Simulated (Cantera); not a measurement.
A closed system holds: 1 mol AlCl3, 17 mol N2, 270 mol H2, held at 1.30 mbar.

These are equilibrium values from Cantera (NASA tables, ideal gas, pure condensed phases), not measurements of a reactor. Candidate condensed phases: Al, AlCl3, AlN, NH4Cl; 20 gas species. The tables' values for AlCl2 are old estimates; treat these amounts as uncertain. Equilibrium is a limit: real reactors are often held back by kinetics, nucleation or transport.

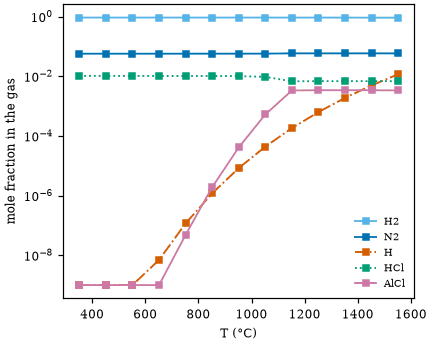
Equilibrium gas composition (values under 1e-9 drawn at 1e-9)

From 352 °C to 1052 °C the condensed part is AlN(s). From 1152 °C to 1552 °C nothing is condensed. The main Al-bearing gas is AlCl3 at 352 °C and AlCl at 1552 °C.
